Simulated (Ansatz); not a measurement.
**C2H9InO2: small, medium and large basis sets**

Aim: see how fast density functionals converge with the basis set for C2H9InO2.

Program: Ansatz 0.2.0, Gaussian basis. Level of theory: one geometry, several basis sets. These are calculated values, not measurements.

Levels to be run: PBE0-D4/def2-SVP; ωB97M-V/def2-SVP; PBE0-D4/def2-QZVPP; ωB97M-V/def2-QZVPP; the functionals' def2-TZVPP values are taken from earlier runs.

## 1. Structure used throughout

An earlier PBE0-D4 in a triple-zeta def2 set relaxation fixed the geometry. In takes the def2 core potential; no spin-orbit term is included.

SMILES `[CH3][In-]([CH3])([OH])[OH2+]`, 14 atoms, charge 0, spin multiplicity 1.

Atoms are counted from 1 here; the program's logs count them from 0.

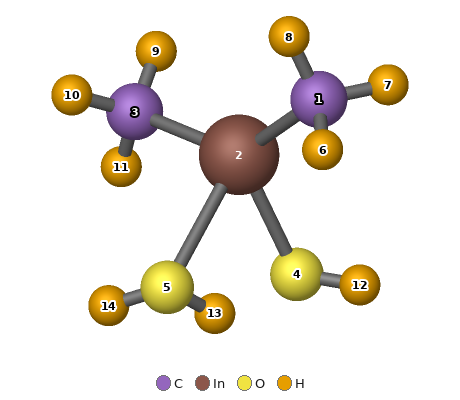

The geometry (carbon purple, indium brown, oxygen yellow, hydrogen amber); atoms are numbered from 1 in the order of the file.

As a file:

| atom | x (Å) | y (Å) | z (Å) |
| --- | --- | --- | --- |
| C1 | -1.8367 | 1.2497 | 0.4273 |
| In2 | -0.2422 | -0.1569 | 0.1663 |
| C3 | 1.0413 | -1.3781 | 1.3678 |
| O4 | -0.1780 | -0.8708 | -1.7875 |
| O5 | 1.3947 | 1.0184 | -1.1362 |
| H6 | -1.6795 | 2.0874 | -0.2537 |
| H7 | -2.7929 | 0.7807 | 0.1881 |
| H8 | -1.8796 | 1.6263 | 1.4495 |
| H9 | 0.4591 | -2.0218 | 2.0288 |
| H10 | 1.6987 | -0.7633 | 1.9848 |
| H11 | 1.6455 | -2.0068 | 0.7126 |
| H12 | -0.9695 | -0.7483 | -2.3138 |
| H13 | 1.0054 | 0.3653 | -1.7842 |
| H14 | 2.3205 | 0.7886 | -1.0209 |

## 2. PBE0-D4 in def2-SVP

in.yaml reads:

```yaml
crystal:
  periodic: [false, false, false]
  atoms:
    - {symbol: C, position_ang: [-1.836681, 1.249669, 0.427304]}
    - {symbol: In, position_ang: [-0.242199, -0.156877, 0.166321]}
    - {symbol: C, position_ang: [1.041324, -1.378053, 1.367790]}
    - {symbol: O, position_ang: [-0.178009, -0.870763, -1.787544]}
    - {symbol: O, position_ang: [1.394659, 1.018350, -1.136249]}
    - {symbol: H, position_ang: [-1.679514, 2.087422, -0.253740]}
    - {symbol: H, position_ang: [-2.792882, 0.780701, 0.188076]}
    - {symbol: H, position_ang: [-1.879550, 1.626304, 1.449493]}
    - {symbol: H, position_ang: [0.459085, -2.021827, 2.028758]}
    - {symbol: H, position_ang: [1.698734, -0.763256, 1.984809]}
    - {symbol: H, position_ang: [1.645512, -2.006768, 0.712597]}
    - {symbol: H, position_ang: [-0.969457, -0.748255, -2.313847]}
    - {symbol: H, position_ang: [1.005438, 0.365311, -1.784212]}
    - {symbol: H, position_ang: [2.320541, 0.788641, -1.020858]}
basis:
  gaussian: {orbitals: def2-SVP}
hamiltonian: {xc: pbe0, dispersion: d4}
output: {orbitals: {seedname: orbitals}}
```

The run is started by

```bash
$ ansatz run in.yaml --threads 4 --pin off --events-out ev --progress --plain --max-ram 11315MiB
```

Output:

```text
Functional definition: PBE0
  name "PBE0"
  cite "Adamo & Barone, J. Chem. Phys. 110, 6158 (1999) doi:10.1063/1.478522"
  cite "Perdew, Burke & Ernzerhof, Phys. Rev. Lett. 77, 3865 (1996) doi:10.1103/PhysRevLett.77.3865"
  parent pbe
  parameter a = 0.25
  parameter kappa = 0.804
  parameter beta = 0.06672455060314922
  exchange = (1 - a)*pbe_x(kappa = kappa, mu = beta*pi^2/3) + a*exact_x
  correlation = pbe_c(beta = beta)
1491 factors; their error is unknown
mean field evaluation 1: about -11462.2817 eV, gradient 8.5e1 eV
mean field evaluation 2: about -11447.3634 eV, gradient 1.2e2 eV
mean field evaluation 4: about -11477.4074 eV, gradient 4.4e0 eV
mean field evaluation 8: about -11477.4474 eV, gradient 3.8e-1 eV
mean field evaluation 16: about -11477.5450 eV, gradient 1.4e-4 eV
mean field -11477.54503379 eV, -421.7920002322 hartree, gradient 7.3e-5 eV, S^2 0.000000; 0 other end points of the search recorded, 0 dependent functions left out
reference -11477.54507336 eV, -421.7920016865 hartree; 29, 29 occupied and 98, 98 virtual orbitals, 1491 factors
Total energy: -11477.75381407 eV, -421.7996727660 hartree
```

Run time: 1.7 s. Hardware: 4 threads of Arm Neoverse V1, shared host.

## 3. ωB97M-V in def2-SVP

in.yaml: that of step 2 with these lines changed.

```diff
@@ -19,3 +19,3 @@
   gaussian: {orbitals: def2-SVP}
-hamiltonian: {xc: pbe0, dispersion: d4}
+hamiltonian: {xc: {name: wB97M-V}}
 output: {orbitals: {seedname: orbitals}}
```

Launched as before.

Output, cut to the lines that bear on the results:

```text
Functional definition: wB97M-V
  name "wB97M-V"
  cite "Mardirossian & Head-Gordon, J. Chem. Phys. 144, 214110 (2016) doi:10.1063/1.4952647"
  cite "Becke, J. Chem. Phys. 107, 8554 (1997) doi:10.1063/1.475007"
  cite "Vydrov & Van Voorhis, J. Chem. Phys. 133, 244103 (2010) doi:10.1063/1.3521275"
  # Of w^i u^j: cxij and so on, Table III.
[...]
  gx(w, u) = 1 - cx + cx01*u + cx10*w
  gss(w, u) = css00 + css04*u^4 + css10*w + css20*w^2 + css43*w^4*u^3
  gos(w, u) = cos00 + cos10*w + (cos20 + cos21*u)*w^2 + (cos60 + cos61*u)*w^6
[...]
      + integral(e_c_pw_mod_opposite_spin*gos(b97_w_opposite, b97_u_opposite)) + vv10(b, c)
1453 factors; their error is unknown
368 factors; integrals over basis functions are off by at most 7.8e-6 eV
[...]
mean field -11480.19965008 eV, -421.8895555816 hartree, gradient 2.0e-5 eV, S^2 0.000000; 0 other end points of the search recorded, 0 dependent functions left out
reference -11480.19971345 eV, -421.8895579103 hartree; 29, 29 occupied and 98, 98 virtual orbitals, 1453 factors
Total energy: -11480.19971345 eV, -421.8895579103 hartree
```

Wall time 8 s (4 threads of Arm Neoverse V1, shared host).

## 4. PBE0-D4 in def2-QZVPP

in.yaml: that of step 3 with these lines changed.

```diff
@@ -18,4 +18,4 @@
 basis:
-  gaussian: {orbitals: def2-SVP}
-hamiltonian: {xc: {name: wB97M-V}}
+  gaussian: {orbitals: "def2-QZVPP.json"}
+hamiltonian: {xc: pbe0, dispersion: d4}
 output: {orbitals: {seedname: orbitals}}
```

Launched as before.

Output:

```text
Functional definition: PBE0
  name "PBE0"
  cite "Adamo & Barone, J. Chem. Phys. 110, 6158 (1999) doi:10.1063/1.478522"
  cite "Perdew, Burke & Ernzerhof, Phys. Rev. Lett. 77, 3865 (1996) doi:10.1103/PhysRevLett.77.3865"
  parent pbe
  parameter a = 0.25
  parameter kappa = 0.804
  parameter beta = 0.06672455060314922
  exchange = (1 - a)*pbe_x(kappa = kappa, mu = beta*pi^2/3) + a*exact_x
  correlation = pbe_c(beta = beta)
1776 factors; their error is unknown
mean field evaluation 1: about -11465.6078 eV, gradient 1.0e2 eV
mean field evaluation 2: about -11441.4827 eV, gradient 1.5e2 eV
mean field evaluation 4: about -11485.7778 eV, gradient 7.9e0 eV
mean field evaluation 8: about -11485.8937 eV, gradient 2.9e-1 eV
mean field evaluation 16: about -11485.9375 eV, gradient 3.1e-4 eV
mean field -11485.93754060 eV, -422.1004191688 hartree, gradient 6.5e-5 eV, S^2 0.000000; 0 other end points of the search recorded, 0 dependent functions left out
reference -11485.93759226 eV, -422.1004210676 hartree; 29, 29 occupied and 551, 551 virtual orbitals, 1776 factors
Total energy: -11486.14633297 eV, -422.1080921471 hartree
```

It took 15 s on 4 threads of Arm Neoverse V1, shared host; peak memory 2.3 GiB.

## 5. ωB97M-V in def2-QZVPP

in.yaml: that of step 4 with these lines changed.

```diff
@@ -19,3 +19,3 @@
   gaussian: {orbitals: "def2-QZVPP.json"}
-hamiltonian: {xc: pbe0, dispersion: d4}
+hamiltonian: {xc: {name: wB97M-V}}
 output: {orbitals: {seedname: orbitals}}
```

The command is unchanged.

Output, cut to the lines that bear on the results:

```text
Functional definition: wB97M-V
  name "wB97M-V"
  cite "Mardirossian & Head-Gordon, J. Chem. Phys. 144, 214110 (2016) doi:10.1063/1.4952647"
  cite "Becke, J. Chem. Phys. 107, 8554 (1997) doi:10.1063/1.475007"
  cite "Vydrov & Van Voorhis, J. Chem. Phys. 133, 244103 (2010) doi:10.1063/1.3521275"
  # Of w^i u^j: cxij and so on, Table III.
[...]
  gx(w, u) = 1 - cx + cx01*u + cx10*w
  gss(w, u) = css00 + css04*u^4 + css10*w + css20*w^2 + css43*w^4*u^3
  gos(w, u) = cos00 + cos10*w + (cos20 + cos21*u)*w^2 + (cos60 + cos61*u)*w^6
[...]
      + integral(e_c_pw_mod_opposite_spin*gos(b97_w_opposite, b97_u_opposite)) + vv10(b, c)
1736 factors; their error is unknown
488 factors; integrals over basis functions are off by at most 7.6e-6 eV
[...]
mean field -11488.88818793 eV, -422.2088534583 hartree, gradient 1.3e-5 eV, S^2 0.000000; 0 other end points of the search recorded, 0 dependent functions left out
reference -11488.88827325 eV, -422.2088565938 hartree; 29, 29 occupied and 551, 551 virtual orbitals, 1736 factors
Total energy: -11488.88827325 eV, -422.2088565938 hartree
```

It took 34 s on 4 threads of Arm Neoverse V1, shared host; peak memory 2.9 GiB.

## 6. Functionals by basis

The def2-TZVPP values come from earlier runs at the same geometry.

```csv
functional,basis,functions,energy (eV),from the largest (eV),HOMO (eV),LUMO (eV)
PBE0-D4,def2-SVP,127,-11477.7538,8.393,-7.07,0.29
PBE0-D4,def2-TZVPP,300,-11485.7176,0.429,-7.22,-0.04
PBE0-D4,def2-QZVPP,580,-11486.1463,0.000,-7.24,-0.28
ωB97M-V,def2-SVP,127,-11480.1997,8.689,-9.28,1.79
ωB97M-V,def2-TZVPP,300,-11488.4686,0.420,-9.41,1.08
ωB97M-V,def2-QZVPP,580,-11488.8883,0.000,-9.43,0.79
```

## 7. Summary of results

| quantity | value |
| --- | --- |
| PBE0-D4: double and triple zeta above quadruple | 8.39, 0.43 eV |
| ωB97M-V: double and triple zeta above quadruple | 8.69, 0.42 eV |

In words: PBE0-D4 gains 7.96 eV from double to triple zeta, then 0.43 eV more. These are total energies; as a rule much of such shifts cancels in differences, which this series doesn't test. The LUMO of ωB97M-V is positive and keeps falling with the basis (1.79 to 0.79 eV): an unbound level that the basis holds in place.

For PBE0-D4 the largest set took about 9 times as long as the smallest (15 s against 1.7 s).
